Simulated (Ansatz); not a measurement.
# C, pressure series

The reference is C in the diamond structure (space group Fd-3m, No. 227; a = 3.532 Å).

Cell and atoms are relaxed at each pressure.

The values are results of LDA in Ansatz (plane waves to 420 eV, PAW, scalar-relativistic without spin-orbit coupling), not measurements.

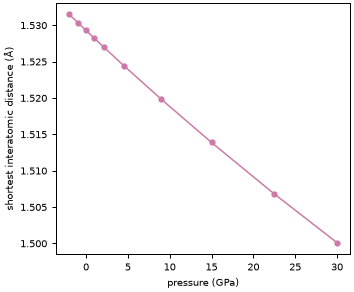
Figure: Shortest interatomic distance against pressure

```csv
pressure (GPa),shortest interatomic distance
-2,2.894 bohr
-1,2.892 bohr
0.9,2.888 bohr
2.1,2.886 bohr
4.5,2.881 bohr
9,2.872 bohr
15,2.861 bohr
22.5,2.847 bohr
30,2.835 bohr
```

Load acts through the strain it causes; cell and atoms are relaxed under it. Stability against distortions was not tested. No other phases were tried under pressure.

Ansatz is a first-principles code.
